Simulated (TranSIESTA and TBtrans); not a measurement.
System: Sn chain with one O atom inserted. Leads: straight Sn chain, spacing 2.75 Å. Geometry: 3 atoms about the centre moved by SIESTA (PBE, DZP) to a largest force of 0.03 eV/Å, all others as built, motion along the axis alone.

TranSIESTA and TBtrans, PBE, SZP numerical orbitals (energy shift 0.15 eV), PseudoDojo norm-conserving scalar-relativistic potentials, mesh cutoff 200 Ry, 300 K, spin-polarised (collinear), no spin-orbit coupling; self-consistent non-equilibrium Green functions.

Energies count from the leads' Fermi level. Transmissions are for each spin. The energy step is 0.01 eV; narrower resonances are cut or missed.

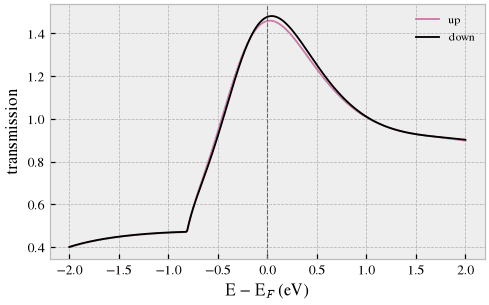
Figure: Transmission against energy

| E (eV) | T up | T down | lead channels up | down |
|---|---|---|---|---|
| -2.00 | 0.40 | 0.40 | 1 | 1 |
| -1.80 | 0.42 | 0.43 | 1 | 1 |
| -1.60 | 0.44 | 0.44 | 1 | 1 |
| -1.40 | 0.45 | 0.45 | 1 | 1 |
| -1.20 | 0.46 | 0.46 | 1 | 1 |
| -1.00 | 0.47 | 0.47 | 1 | 1 |
| -0.80 | 0.50 | 0.50 | 3 | 3 |
| -0.60 | 0.80 | 0.78 | 3 | 3 |
| -0.40 | 1.09 | 1.07 | 3 | 3 |
| -0.20 | 1.35 | 1.35 | 3 | 3 |
| 0.00 | 1.46 | 1.48 | 3 | 3 |
| 0.20 | 1.41 | 1.44 | 3 | 3 |
| 0.40 | 1.30 | 1.32 | 3 | 3 |
| 0.60 | 1.17 | 1.19 | 3 | 3 |
| 0.80 | 1.08 | 1.08 | 3 | 3 |
| 1.00 | 1.01 | 1.01 | 3 | 3 |
| 1.20 | 0.96 | 0.96 | 3 | 3 |
| 1.40 | 0.94 | 0.94 | 3 | 3 |
| 1.60 | 0.92 | 0.92 | 3 | 3 |
| 1.80 | 0.91 | 0.91 | 3 | 3 |
| 2.00 | 0.90 | 0.90 | 3 | 3 |

Moments were seeded on the central atoms alone, and one start was tried. The straight chain is held at its spacing; free chains may zigzag or dimerise.
